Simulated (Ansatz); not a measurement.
Fields on a plane of ZrO2 (baddeleyite type, space group P2_1/c)

```yaml
crystal:
  lattice:
    - [5.18987, 0.00000, 0.00000]
    - [0.00000, 5.24188, 0.00000]
    - [-0.90466, 0.00000, 5.30184]
  atoms:
    - { symbol: Zr, position: [0.27576, 0.04379, 0.21002] }
    - { symbol: Zr, position: [0.72424, 0.54379, 0.28998] }
    - { symbol: Zr, position: [0.72424, 0.95621, 0.78998] }
    - { symbol: Zr, position: [0.27576, 0.45621, 0.71002] }
    - { symbol: O, position: [0.06497, 0.32630, 0.35005] }
    - { symbol: O, position: [0.93503, 0.82630, 0.14995] }
    - { symbol: O, position: [0.93503, 0.67370, 0.64995] }
    - { symbol: O, position: [0.06497, 0.17370, 0.85005] }
    - { symbol: O, position: [0.45100, 0.75674, 0.47552] }
    - { symbol: O, position: [0.54900, 0.25674, 0.02448] }
    - { symbol: O, position: [0.54900, 0.24326, 0.52448] }
    - { symbol: O, position: [0.45100, 0.74326, 0.97552] }
```

The slice is a (001) plane (indices of the conventional cell) through the point (0.276, 0.044, 0.210) (fractional), spanned by u = [100] and v = [010] in vectors of this cell: u (5.19 Å) and v (5.24 Å, at 90° to u). It covers one period; positions are fractions (u, v).

Atoms on it: Zr at (0.00, 0.00). Other atoms lie within 1 Å of the plane.

These are PBE (plane waves to 420 eV, PAW, scalar-relativistic; Ansatz, a quantum-chemistry and plane-wave program) values and carry that method's errors. k mesh 5×5×5. Near the nuclei the fields are pseudised (PAW); where an atom keeps semicore shells as valence, they peak there. ZrO2 is run without spin polarisation. ZrO2 was relaxed with its symmetry unable to fall.

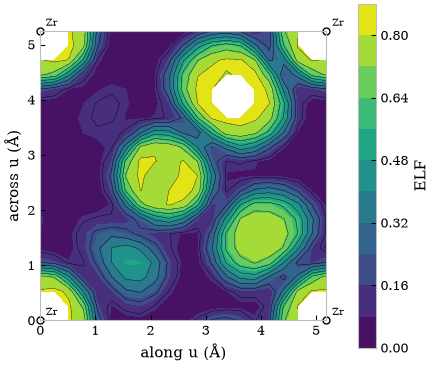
Electron localisation function (ELF), one period of the plane, atoms marked. Points within 0.4 Å of a nucleus are left white, as the pseudised field means little there.

| v \ u | 0.00 | 0.15 | 0.30 | 0.45 | 0.60 | 0.75 | 0.90 |
|---|---|---|---|---|---|---|---|
| 0.90 | 0.6 | -0.1 | -1.3 | -1.1 | -0.1 | -0.1 | 0.3 |
| 0.80 | -0.4 | -0.7 | -1.0 | -0.8 | 0.5 | 0.4 | -0.5 |
| 0.70 | -1.1 | -0.8 | -0.7 | -0.5 | 0.2 | 0.1 | -1.0 |
| 0.60 | -1.4 | -1.0 | -0.2 | 0.4 | -0.3 | -0.7 | -1.4 |
| 0.50 | -1.6 | -1.2 | 0.1 | 0.6 | -0.2 | -1.0 | -1.4 |
| 0.40 | -1.3 | -1.2 | -0.2 | 0.4 | -0.4 | -0.5 | -0.9 |
| 0.30 | -1.0 | -0.9 | -0.5 | -0.5 | -0.6 | 0.0 | -0.5 |
| 0.20 | -0.4 | -0.7 | -0.4 | -0.9 | -0.9 | -0.2 | -0.4 |
| 0.10 | 0.6 | -0.1 | -0.7 | -1.2 | -1.2 | -0.7 | 0.3 |
| 0.00 | 0.4 | 0.2 | -1.1 | -1.4 | -0.9 | -0.7 | 0.6 |

Values: log₁₀ of the valence density in e/Å³. The scale is logarithmic, as a density can span decades between atoms and voids.
